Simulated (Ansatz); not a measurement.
# FH8NSi2 (built from SMILES N[SiH2]F.[SiH4]): search for a transition state, part 3 of 3

Ansatz 0.2.0, Gaussian basis; PBE0-D4. Earlier steps stand in the parts before.

## 8. Relaxing after a step of 0.30 Å the other way along the mode

The input, downb/in.yaml:

```yaml
crystal:
  periodic: [false, false, false]
  atoms:
    - {symbol: Si, position_ang: [-0.828629, -0.248373, 0.311898]}
    - {symbol: F, position_ang: [-0.229980, -1.897476, -0.173256]}
    - {symbol: H, position_ang: [-2.072421, -0.471106, -0.462853]}
    - {symbol: H, position_ang: [-0.810518, 1.295219, 0.413866]}
    - {symbol: N, position_ang: [-0.532325, -0.596116, 1.927447]}
    - {symbol: H, position_ang: [0.437246, -0.609024, -0.818059]}
    - {symbol: Si, position_ang: [1.034345, 0.748598, -1.350031]}
    - {symbol: H, position_ang: [-0.305087, -1.546731, 2.215466]}
    - {symbol: H, position_ang: [-0.507307, 0.083289, 2.662404]}
    - {symbol: H, position_ang: [1.787006, 1.549949, -0.350108]}
    - {symbol: H, position_ang: [1.965539, 0.088911, -2.292443]}
    - {symbol: H, position_ang: [0.062233, 1.602859, -2.084231]}
basis:
  gaussian: {orbitals: def2-TZVP}
hamiltonian: {xc: pbe0, dispersion: d4}
relax: {f_tol: 0.005, max_steps: 200}
```

Run with:

```console
ansatz run in.yaml --threads 4 --pin off --events-out ev --progress --plain --max-ram 9574MiB
```

Log:

```text
Functional definition: PBE0
  name "PBE0"
  cite "Adamo & Barone, J. Chem. Phys. 110, 6158 (1999) doi:10.1063/1.478522"
  cite "Perdew, Burke & Ernzerhof, Phys. Rev. Lett. 77, 3865 (1996) doi:10.1103/PhysRevLett.77.3865"
  parent pbe
  parameter a = 0.25
  parameter kappa = 0.804
  parameter beta = 0.06672455060314922
  exchange = (1 - a)*pbe_x(kappa = kappa, mu = beta*pi^2/3) + a*exact_x
  correlation = pbe_c(beta = beta)
1199 factors; their error is unknown
mean field evaluation 1: about -20076.5904 eV, gradient 6.4e1 eV
mean field evaluation 2: about -20064.8249 eV, gradient 9.7e1 eV
mean field evaluation 4: about -20083.5885 eV, gradient 5.2e0 eV
mean field evaluation 8: about -20083.6351 eV, gradient 4.3e-2 eV
mean field evaluation 16: about -20083.7142 eV, gradient 1.7e-5 eV
mean field -20083.71421478 eV, -738.0628841629 hartree, gradient 1.7e-5 eV, S^2 0.000000; 0 other end points of the search recorded, 0 dependent functions left out
the calculation of the forces begins
reference -20083.71425014 eV, -738.0628854620 hartree; 26, 26 occupied and 158, 158 virtual orbitals, 1199 factors
relax step   1: F+E_penalty+E_count = -20083.91218396 eV  Δ(F+E_penalty+E_count) = +0.000e0 eV  max|allowed force component| = 1.617e0 eV/Å  Δτ_max = 0.0000 Å  (27 SCF iters, accepted)
these checks for a lower state are left out or cut short: starts, cluster_reference, orbital_swaps, neighbouring_geometries, increment
1199 factors; their error is unknown
mean field -20084.14264579 eV, -738.0786287119 hartree, gradient 1.2e-5 eV, S^2 0.000000; 0 other end points of the search recorded, 0 dependent functions left out
the calculation of the forces begins
reference -20084.14268141 eV, -738.0786300210 hartree; 26, 26 occupied and 158, 158 virtual orbitals, 1199 factors
relax step   2: F+E_penalty+E_count = -20084.33717839 eV  Δ(F+E_penalty+E_count) = -4.250e-1 eV  max|allowed force component| = 1.669e0 eV/Å  Δτ_max = 0.1882 Å  (30 SCF iters, accepted)
these checks for a lower state are left out or cut short: starts, cluster_reference, orbital_swaps, neighbouring_geometries, increment
1199 factors; their error is unknown
mean field evaluation 32: about -20084.6434 eV, gradient 7.6e-6 eV
mean field -20084.64342255 eV, -738.0970319185 hartree, gradient 7.6e-6 eV, S^2 0.000000; 0 other end points of the search recorded, 0 dependent functions left out
the calculation of the forces begins
reference -20084.64345806 eV, -738.0970332232 hartree; 26, 26 occupied and 158, 158 virtual orbitals, 1199 factors
relax step   3: F+E_penalty+E_count = -20084.83481296 eV  Δ(F+E_penalty+E_count) = -4.976e-1 eV  max|allowed force component| = 1.400e0 eV/Å  Δτ_max = 0.1956 Å  (35 SCF iters, accepted)
[... from here on, the SCF cycles and remarks between the steps are left out ...]
relax step   4: F+E_penalty+E_count = -20085.14680518 eV  Δ(F+E_penalty+E_count) = -3.120e-1 eV  max|allowed force component| = 7.233e-1 eV/Å  Δτ_max = 0.1948 Å  (28 SCF iters, accepted)
relax step   5: F+E_penalty+E_count = -20085.40723612 eV  Δ(F+E_penalty+E_count) = -2.604e-1 eV  max|allowed force component| = 7.972e-1 eV/Å  Δτ_max = 0.1953 Å  (28 SCF iters, accepted)
relax step   6: F+E_penalty+E_count = -20085.63019066 eV  Δ(F+E_penalty+E_count) = -2.230e-1 eV  max|allowed force component| = 4.820e-1 eV/Å  Δτ_max = 0.1952 Å  (28 SCF iters, accepted)
relax step   7: F+E_penalty+E_count = -20085.76451897 eV  Δ(F+E_penalty+E_count) = -1.343e-1 eV  max|allowed force component| = 2.046e-1 eV/Å  Δτ_max = 0.2000 Å  (28 SCF iters, accepted)
relax step   8: F+E_penalty+E_count = -20085.82464430 eV  Δ(F+E_penalty+E_count) = -6.013e-2 eV  max|allowed force component| = 2.344e-1 eV/Å  Δτ_max = 0.2000 Å  (27 SCF iters, accepted)
relax step   9: F+E_penalty+E_count = -20085.86341564 eV  Δ(F+E_penalty+E_count) = -3.877e-2 eV  max|allowed force component| = 4.882e-1 eV/Å  Δτ_max = 0.1996 Å  (28 SCF iters, accepted)
relax step  10: F+E_penalty+E_count = -20085.84623917 eV  Δ(F+E_penalty+E_count) = +1.718e-2 eV  max|allowed force component| = 1.622e0 eV/Å  Δτ_max = 0.1940 Å  (28 SCF iters, rejected (line search))
relax step  11: F+E_penalty+E_count = -20085.88572396 eV  Δ(F+E_penalty+E_count) = -2.231e-2 eV  max|allowed force component| = 2.827e-1 eV/Å  Δτ_max = 0.0970 Å  (29 SCF iters, accepted)
relax step  12: F+E_penalty+E_count = -20085.89846182 eV  Δ(F+E_penalty+E_count) = -1.274e-2 eV  max|allowed force component| = 2.198e-1 eV/Å  Δτ_max = 0.1000 Å  (29 SCF iters, accepted)
relax step  13: F+E_penalty+E_count = -20085.90075493 eV  Δ(F+E_penalty+E_count) = -2.293e-3 eV  max|allowed force component| = 8.126e-1 eV/Å  Δτ_max = 0.1464 Å  (27 SCF iters, accepted)
relax step  14: F+E_penalty+E_count = -20085.91355320 eV  Δ(F+E_penalty+E_count) = -1.280e-2 eV  max|allowed force component| = 1.671e-1 eV/Å  Δτ_max = 0.2000 Å  (27 SCF iters, accepted)
relax step  15: F+E_penalty+E_count = -20085.91967269 eV  Δ(F+E_penalty+E_count) = -6.119e-3 eV  max|allowed force component| = 5.114e-2 eV/Å  Δτ_max = 0.1152 Å  (29 SCF iters, accepted)
relax step  16: F+E_penalty+E_count = -20085.92135060 eV  Δ(F+E_penalty+E_count) = -1.678e-3 eV  max|allowed force component| = 2.779e-2 eV/Å  Δτ_max = 0.0398 Å  (30 SCF iters, accepted)
relax step  17: F+E_penalty+E_count = -20085.92249862 eV  Δ(F+E_penalty+E_count) = -1.148e-3 eV  max|allowed force component| = 2.095e-2 eV/Å  Δτ_max = 0.0633 Å  (30 SCF iters, accepted)
relax step  18: F+E_penalty+E_count = -20085.92350406 eV  Δ(F+E_penalty+E_count) = -1.005e-3 eV  max|allowed force component| = 2.702e-2 eV/Å  Δτ_max = 0.0609 Å  (29 SCF iters, accepted)
relax step  19: F+E_penalty+E_count = -20085.92458993 eV  Δ(F+E_penalty+E_count) = -1.086e-3 eV  max|allowed force component| = 2.563e-1 eV/Å  Δτ_max = 0.1973 Å  (27 SCF iters, accepted)
relax step  20: F+E_penalty+E_count = -20085.93011284 eV  Δ(F+E_penalty+E_count) = -5.523e-3 eV  max|allowed force component| = 1.429e-1 eV/Å  Δτ_max = 0.0479 Å  (29 SCF iters, accepted)
relax step  21: F+E_penalty+E_count = -20085.93845829 eV  Δ(F+E_penalty+E_count) = -8.345e-3 eV  max|allowed force component| = 2.309e-1 eV/Å  Δτ_max = 0.1952 Å  (27 SCF iters, accepted)
relax step  22: F+E_penalty+E_count = -20085.94270418 eV  Δ(F+E_penalty+E_count) = -4.246e-3 eV  max|allowed force component| = 2.769e-1 eV/Å  Δτ_max = 0.1229 Å  (28 SCF iters, accepted)
relax step  23: F+E_penalty+E_count = -20085.94622693 eV  Δ(F+E_penalty+E_count) = -3.523e-3 eV  max|allowed force component| = 1.974e-1 eV/Å  Δτ_max = 0.0471 Å  (29 SCF iters, accepted)
relax step  24: F+E_penalty+E_count = -20085.94818584 eV  Δ(F+E_penalty+E_count) = -1.959e-3 eV  max|allowed force component| = 7.682e-2 eV/Å  Δτ_max = 0.0525 Å  (30 SCF iters, accepted)
relax step  25: F+E_penalty+E_count = -20085.94817593 eV  Δ(F+E_penalty+E_count) = +9.906e-6 eV  max|allowed force component| = 4.589e-2 eV/Å  Δτ_max = 0.0684 Å  (29 SCF iters, rejected (line search))
relax step  26: F+E_penalty+E_count = -20085.94898976 eV  Δ(F+E_penalty+E_count) = -8.039e-4 eV  max|allowed force component| = 1.262e-2 eV/Å  Δτ_max = 0.0342 Å  (30 SCF iters, accepted)
relax step  27: F+E_penalty+E_count = -20085.94975501 eV  Δ(F+E_penalty+E_count) = -7.652e-4 eV  max|allowed force component| = 4.562e-2 eV/Å  Δτ_max = 0.0733 Å  (29 SCF iters, accepted)
relax step  28: F+E_penalty+E_count = -20085.95044453 eV  Δ(F+E_penalty+E_count) = -6.895e-4 eV  max|allowed force component| = 1.010e-1 eV/Å  Δτ_max = 0.0910 Å  (29 SCF iters, accepted)
relax step  29: F+E_penalty+E_count = -20085.95144513 eV  Δ(F+E_penalty+E_count) = -1.001e-3 eV  max|allowed force component| = 9.453e-2 eV/Å  Δτ_max = 0.0574 Å  (29 SCF iters, accepted)
relax step  30: F+E_penalty+E_count = -20085.95210283 eV  Δ(F+E_penalty+E_count) = -6.577e-4 eV  max|allowed force component| = 1.768e-1 eV/Å  Δτ_max = 0.1404 Å  (28 SCF iters, accepted)
relax step  31: F+E_penalty+E_count = -20085.95391337 eV  Δ(F+E_penalty+E_count) = -1.811e-3 eV  max|allowed force component| = 1.324e-1 eV/Å  Δτ_max = 0.0407 Å  (30 SCF iters, accepted)
relax step  32: F+E_penalty+E_count = -20085.95635203 eV  Δ(F+E_penalty+E_count) = -2.439e-3 eV  max|allowed force component| = 1.896e-2 eV/Å  Δτ_max = 0.0372 Å  (30 SCF iters, accepted)
relax step  33: F+E_penalty+E_count = -20085.95775914 eV  Δ(F+E_penalty+E_count) = -1.407e-3 eV  max|allowed force component| = 2.421e-2 eV/Å  Δτ_max = 0.0859 Å  (29 SCF iters, accepted)
relax step  34: F+E_penalty+E_count = -20085.95717538 eV  Δ(F+E_penalty+E_count) = +5.838e-4 eV  max|allowed force component| = 1.439e-1 eV/Å  Δτ_max = 0.1997 Å  (27 SCF iters, rejected (line search))
relax step  35: F+E_penalty+E_count = -20085.95889958 eV  Δ(F+E_penalty+E_count) = -1.140e-3 eV  max|allowed force component| = 3.495e-2 eV/Å  Δτ_max = 0.0972 Å  (29 SCF iters, accepted)
relax step  36: F+E_penalty+E_count = -20085.95911305 eV  Δ(F+E_penalty+E_count) = -2.135e-4 eV  max|allowed force component| = 5.318e-2 eV/Å  Δτ_max = 0.0773 Å  (30 SCF iters, accepted)
relax step  37: F+E_penalty+E_count = -20085.95937594 eV  Δ(F+E_penalty+E_count) = -2.629e-4 eV  max|allowed force component| = 2.772e-2 eV/Å  Δτ_max = 0.0110 Å  (31 SCF iters, accepted)
relax step  38: F+E_penalty+E_count = -20085.95947894 eV  Δ(F+E_penalty+E_count) = -1.030e-4 eV  max|allowed force component| = 1.123e-2 eV/Å  Δτ_max = 0.0126 Å  (31 SCF iters, accepted)
relax step  39: F+E_penalty+E_count = -20085.95953269 eV  Δ(F+E_penalty+E_count) = -5.374e-5 eV  max|allowed force component| = 8.003e-3 eV/Å  Δτ_max = 0.0185 Å  (30 SCF iters, accepted)
relax step  40: F+E_penalty+E_count = -20085.95959552 eV  Δ(F+E_penalty+E_count) = -6.284e-5 eV  max|allowed force component| = 1.345e-2 eV/Å  Δτ_max = 0.0220 Å  (30 SCF iters, accepted)
relax step  41: F+E_penalty+E_count = -20085.95964727 eV  Δ(F+E_penalty+E_count) = -5.175e-5 eV  max|allowed force component| = 1.700e-2 eV/Å  Δτ_max = 0.0288 Å  (29 SCF iters, accepted)
relax step  42: F+E_penalty+E_count = -20085.95967955 eV  Δ(F+E_penalty+E_count) = -3.227e-5 eV  max|allowed force component| = 1.237e-2 eV/Å  Δτ_max = 0.0127 Å  (31 SCF iters, accepted)
relax step  43: F+E_penalty+E_count = -20085.95973728 eV  Δ(F+E_penalty+E_count) = -5.774e-5 eV  max|allowed force component| = 2.045e-2 eV/Å  Δτ_max = 0.0487 Å  (29 SCF iters, accepted)
relax step  44: F+E_penalty+E_count = -20085.95977481 eV  Δ(F+E_penalty+E_count) = -3.753e-5 eV  max|allowed force component| = 1.704e-2 eV/Å  Δτ_max = 0.0080 Å  (31 SCF iters, accepted)
relax step  45: F+E_penalty+E_count = -20085.95983348 eV  Δ(F+E_penalty+E_count) = -5.867e-5 eV  max|allowed force component| = 1.241e-2 eV/Å  Δτ_max = 0.0166 Å  (30 SCF iters, accepted)
relax step  46: F+E_penalty+E_count = -20085.95991890 eV  Δ(F+E_penalty+E_count) = -8.543e-5 eV  max|allowed force component| = 1.984e-2 eV/Å  Δτ_max = 0.0569 Å  (30 SCF iters, accepted)
relax step  47: F+E_penalty+E_count = -20085.95995209 eV  Δ(F+E_penalty+E_count) = -3.319e-5 eV  max|allowed force component| = 1.767e-2 eV/Å  Δτ_max = 0.0159 Å  (30 SCF iters, accepted)
relax step  48: F+E_penalty+E_count = -20085.96001839 eV  Δ(F+E_penalty+E_count) = -6.630e-5 eV  max|allowed force component| = 1.559e-2 eV/Å  Δτ_max = 0.0338 Å  (30 SCF iters, accepted)
relax step  49: F+E_penalty+E_count = -20085.96008223 eV  Δ(F+E_penalty+E_count) = -6.385e-5 eV  max|allowed force component| = 2.511e-2 eV/Å  Δτ_max = 0.0512 Å  (29 SCF iters, accepted)
relax step  50: F+E_penalty+E_count = -20085.96013083 eV  Δ(F+E_penalty+E_count) = -4.860e-5 eV  max|allowed force component| = 2.224e-2 eV/Å  Δτ_max = 0.0125 Å  (30 SCF iters, accepted)
relax step  51: F+E_penalty+E_count = -20085.96028569 eV  Δ(F+E_penalty+E_count) = -1.549e-4 eV  max|allowed force component| = 3.307e-2 eV/Å  Δτ_max = 0.0626 Å  (29 SCF iters, accepted)
relax step  52: F+E_penalty+E_count = -20085.96035964 eV  Δ(F+E_penalty+E_count) = -7.395e-5 eV  max|allowed force component| = 3.689e-2 eV/Å  Δτ_max = 0.0321 Å  (29 SCF iters, accepted)
relax step  53: F+E_penalty+E_count = -20085.96045370 eV  Δ(F+E_penalty+E_count) = -9.406e-5 eV  max|allowed force component| = 3.655e-2 eV/Å  Δτ_max = 0.0181 Å  (30 SCF iters, accepted)
relax step  54: F+E_penalty+E_count = -20085.96066950 eV  Δ(F+E_penalty+E_count) = -2.158e-4 eV  max|allowed force component| = 4.295e-2 eV/Å  Δτ_max = 0.0549 Å  (29 SCF iters, accepted)
relax step  55: F+E_penalty+E_count = -20085.96079502 eV  Δ(F+E_penalty+E_count) = -1.255e-4 eV  max|allowed force component| = 5.847e-2 eV/Å  Δτ_max = 0.0539 Å  (29 SCF iters, accepted)
relax step  56: F+E_penalty+E_count = -20085.96092851 eV  Δ(F+E_penalty+E_count) = -1.335e-4 eV  max|allowed force component| = 5.589e-2 eV/Å  Δτ_max = 0.0122 Å  (31 SCF iters, accepted)
relax step  57: F+E_penalty+E_count = -20085.96117865 eV  Δ(F+E_penalty+E_count) = -2.501e-4 eV  max|allowed force component| = 4.276e-2 eV/Å  Δτ_max = 0.0317 Å  (30 SCF iters, accepted)
relax step  58: F+E_penalty+E_count = -20085.96144748 eV  Δ(F+E_penalty+E_count) = -2.688e-4 eV  max|allowed force component| = 4.766e-2 eV/Å  Δτ_max = 0.0695 Å  (29 SCF iters, accepted)
relax step  59: F+E_penalty+E_count = -20085.96153502 eV  Δ(F+E_penalty+E_count) = -8.755e-5 eV  max|allowed force component| = 5.759e-2 eV/Å  Δτ_max = 0.0573 Å  (29 SCF iters, accepted)
relax step  60: F+E_penalty+E_count = -20085.96171168 eV  Δ(F+E_penalty+E_count) = -1.767e-4 eV  max|allowed force component| = 5.051e-2 eV/Å  Δτ_max = 0.0050 Å  (22 SCF iters, accepted)
relax step  61: F+E_penalty+E_count = -20085.96190130 eV  Δ(F+E_penalty+E_count) = -1.896e-4 eV  max|allowed force component| = 4.921e-3 eV/Å  Δτ_max = 0.0121 Å  (31 SCF iters, accepted)
relax step  62: F+E_penalty+E_count = -20085.96205840 eV  Δ(F+E_penalty+E_count) = -1.571e-4 eV  max|allowed force component| = 6.952e-3 eV/Å  Δτ_max = 0.0435 Å  (29 SCF iters, accepted)
relax step  63: F+E_penalty+E_count = -20085.96043654 eV  Δ(F+E_penalty+E_count) = +1.622e-3 eV  max|allowed force component| = 1.206e-1 eV/Å  Δτ_max = 0.1522 Å  (27 SCF iters, rejected (line search))
relax step  64: F+E_penalty+E_count = -20085.96219557 eV  Δ(F+E_penalty+E_count) = -1.372e-4 eV  max|allowed force component| = 1.996e-2 eV/Å  Δτ_max = 0.0557 Å  (29 SCF iters, accepted)
relax step  65: F+E_penalty+E_count = -20085.96225640 eV  Δ(F+E_penalty+E_count) = -6.082e-5 eV  max|allowed force component| = 1.965e-2 eV/Å  Δτ_max = 0.0279 Å  (31 SCF iters, accepted)
relax step  66: F+E_penalty+E_count = -20085.96232013 eV  Δ(F+E_penalty+E_count) = -6.373e-5 eV  max|allowed force component| = 1.138e-2 eV/Å  Δτ_max = 0.0202 Å  (30 SCF iters, accepted)
relax step  67: F+E_penalty+E_count = -20085.96235086 eV  Δ(F+E_penalty+E_count) = -3.074e-5 eV  max|allowed force component| = 4.884e-3 eV/Å  Δτ_max = 0.0178 Å  (30 SCF iters, accepted)
these checks for a lower state are left out or cut short: starts, cluster_reference, orbital_swaps, neighbouring_geometries, increment
1199 factors; their error is unknown
mean field evaluation 480: about -20085.7065 eV, gradient 5.3e-1 eV
mean field -20085.78878957 eV, -738.1391233800 hartree, gradient 8.8e-6 eV, S^2 0.000000; 0 other end points of the search recorded, 0 dependent functions left out
the calculation of the forces begins
reference -20085.78882789 eV, -738.1391247885 hartree; 26, 26 occupied and 158, 158 virtual orbitals, 1199 factors
relax step  68: F+E_penalty+E_count = -20085.96235824 eV  Δ(F+E_penalty+E_count) = -7.378e-6 eV  max|allowed force component| = 3.418e-3 eV/Å  Δτ_max = 0.0128 Å  (30 SCF iters, accepted)
1199 factors; their error is unknown
mean field -20085.78878957 eV, -738.1391233800 hartree, gradient 3.4e-5 eV, S^2 0.000000; 1 other end points of the search recorded, 0 dependent functions left out
the calculation of the forces begins
reference -20085.78882789 eV, -738.1391247885 hartree; 26, 26 occupied and 158, 158 virtual orbitals, 1199 factors
Total energy: -20085.96239657 eV, -738.1455033196 hartree
Atom 0 at    -1.653093    -0.320049     0.772160 Å, force    -0.001263     0.002181     0.002136 eV/Å
Atom 1 at    -1.310303    -0.657909    -0.762109 Å, force     0.001263    -0.001257    -0.003418 eV/Å
Atom 2 at    -2.793843    -1.192137     1.127682 Å, force    -0.000344    -0.000099    -0.000070 eV/Å
Atom 3 at    -1.965451     1.124874     0.802406 Å, force     0.000072     0.000682     0.000319 eV/Å
Atom 4 at    -0.387671    -0.626173     1.856642 Å, force    -0.000875    -0.002918     0.002309 eV/Å
Atom 5 at     1.815182    -0.760490    -1.166883 Å, force    -0.000650    -0.002710    -0.001091 eV/Å
Atom 6 at     1.568403     0.640777    -1.585861 Å, force     0.002354     0.002810     0.001272 eV/Å
Atom 7 at    -0.171749    -1.556798     2.172704 Å, force     0.001238     0.000065    -0.000018 eV/Å
Atom 8 at     0.404436    -0.010226     1.934391 Å, force    -0.000016     0.001277    -0.001343 eV/Å
Atom 9 at     0.975515     1.398713    -0.452631 Å, force    -0.001771     0.001788     0.002346 eV/Å
Atom 10 at     2.863250     1.276085    -1.946485 Å, force     0.001166     0.000110    -0.001010 eV/Å
Atom 11 at     0.655429     0.683332    -2.751916 Å, force    -0.001175    -0.001929    -0.001433 eV/Å
Dipole moment:     0.170126    -0.068314     0.328156 e Å
```

Run time: 3 min. Hardware: 4 threads of Arm Neoverse V1, shared host.

Step by step: (not every step is listed) (the energy doesn't fall at every step)

| step | energy from step 1 (eV) | largest force component (eV/Å) |
| --- | --- | --- |
| 1 | 0.0000 | 1.6170 |
| 2 | -0.4250 | 1.6689 |
| 3 | -0.9226 | 1.4001 |
| 4 | -1.2346 | 0.7233 |
| 5 | -1.4951 | 0.7972 |
| 6 | -1.7180 | 0.4820 |
| 7 | -1.8523 | 0.2046 |
| 8 | -1.9125 | 0.2344 |
| 9 | -1.9512 | 0.4882 |
| 14 | -2.0014 | 0.1671 |
| 19 | -2.0124 | 0.2563 |
| 24 | -2.0360 | 0.0768 |
| 29 | -2.0393 | 0.0945 |
| 34 | -2.0450 | 0.1439 |
| 39 | -2.0473 | 0.0080 |
| 44 | -2.0476 | 0.0170 |
| 49 | -2.0479 | 0.0251 |
| 54 | -2.0485 | 0.0430 |
| 59 | -2.0494 | 0.0576 |
| 63 | -2.0483 | 0.1206 |
| 64 | -2.0500 | 0.0200 |
| 65 | -2.0501 | 0.0196 |
| 66 | -2.0501 | 0.0114 |
| 67 | -2.0502 | 0.0049 |
| 68 | -2.0502 | 0.0034 |

Close pairs (by a distance rule), those that changed most:

| bond | before (Å) | after (Å) | change (Å) |
| --- | --- | --- | --- |
| Si1–F2 | 1.820 | 1.608 | -0.212 |
| H6–Si7 | 1.576 | 1.483 | -0.092 |
| Si1–H4 | 1.547 | 1.479 | -0.068 |
| Si1–N5 | 1.679 | 1.694 | +0.016 |
| N5–H8 | 1.019 | 1.006 | -0.013 |
| Si7–H11 | 1.480 | 1.487 | +0.007 |
| Si7–H12 | 1.488 | 1.482 | -0.006 |
| N5–H9 | 1.001 | 1.006 | +0.005 |

## 9. The three structures

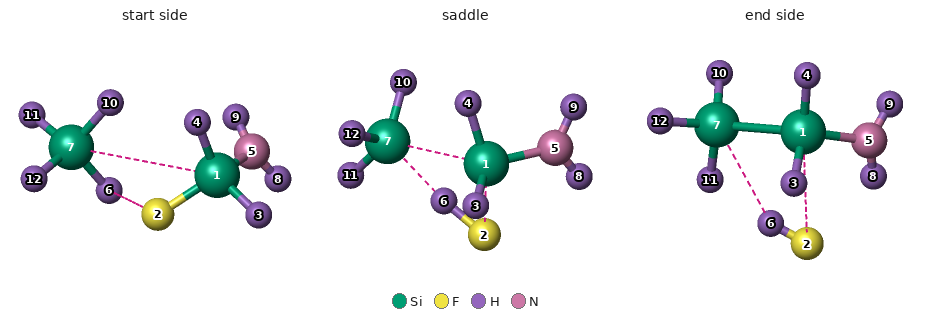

The minimum on the start side, the saddle and the minimum on the end side; broken lines mark the pairs that change.

| pair | start side (Å) | saddle (Å) | end side (Å) |
| --- | --- | --- | --- |
| Si1–Si7 | 4.106 | 2.574 | 2.359 |
| F2–H6 | 3.153 | 1.178 | 0.931 |
| Si1–F2 | 1.608 | 1.994 | 3.500 |
| H6–Si7 | 1.483 | 1.833 | 2.732 |

## 10. Results

This closing draws on all 3 parts.

```
                       quantity                                                       value
                 imaginary mode                                                  1054i cm⁻¹
    barrier from the start side                                                260.7 kJ/mol
      barrier from the end side                                                120.9 kJ/mol
             energy of the step                                               +139.8 kJ/mol
              pairs that change  Si1–Si7 formed, F2–H6 formed, Si1–F2 broken, H6–Si7 broken
zero-point energy at the saddle                                                    2.087 eV
```

What this shows: The point has a single imaginary mode (1054i cm⁻¹), as a transition state must. Going downhill both ways gives the intended start and end. At PBE0-D4/def2-TZVP the electronic barrier is 260.7 kJ/mol, about 105 kT at 298 K, and the step runs 139.8 kJ/mol uphill. The barrier is thin enough for tunnelling; the leading (Wigner) term alone is a factor of 2.1 at 298 K. A step off the saddle overshot and began above it in energy, so the link to its end is likely but not proven.
